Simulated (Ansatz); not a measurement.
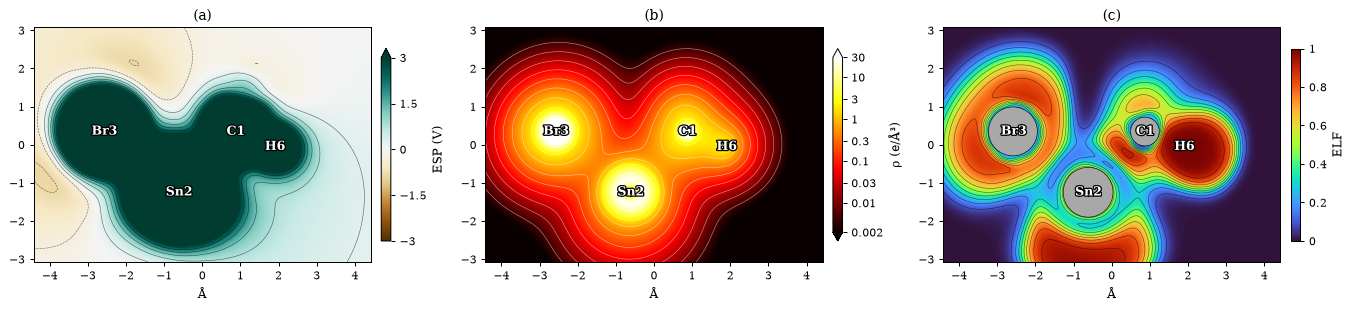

The picture shows: CH₃BrSn (SMILES [CH3][Sn][Br]). (a) molecular electrostatic potential; (b) electron density; (c) ELF on the plane of atoms C1, Sn2 and Br3. Grey discs cover the atomic cores in the ELF map.

Geometry: PBE0-D4/def2-TZVP; core potentials replace the inner electrons of Sn.

Level of theory: RKS PBE0-D4/def2-TZVPP in Ansatz.

```yaml
atoms:
  - { symbol: C, position_ang: [-0.4195, 0.4718, -0.3159] }
  - { symbol: Sn, position_ang: [0.2552, -0.2617, 1.6211] }
  - { symbol: Br, position_ang: [1.7766, -2.0312, 0.6270] }
  - { symbol: H, position_ang: [-0.8703, -0.3510, -0.8775] }
  - { symbol: H, position_ang: [0.4438, 0.8254, -0.8866] }
  - { symbol: H, position_ang: [-1.1436, 1.2827, -0.2143] }
```

**What does the map show?**

The plane passes through C, Sn, Br and H nuclei.
C–Sn (2.18 Å): the density is about 0.68 e/Å³ at the midpoint; the ELF peaks at about 0.90 in the valence shell of C, 0.7 Å from its nucleus, and drops to about 0.20 between the two atoms.
Sn–Br (2.54 Å): ρ at the midpoint is about 0.49 e/Å³; the ELF peaks at about 0.75 in the valence shell of Br, 1.0 Å from its nucleus, and drops to about 0.15 between the two atoms.
C–H (1.09 Å): the density is about 1.9 e/Å³ at the midpoint; the ELF climbs to about 1 towards the hydrogen, as it does in any bond to H (an ordinary covalent bond to hydrogen).
The ELF also peaks beside Br3, away from the bonds: lone-pair regions.
Outside the dense part of the molecule the potential is most negative (−0.9 V) near Br3.
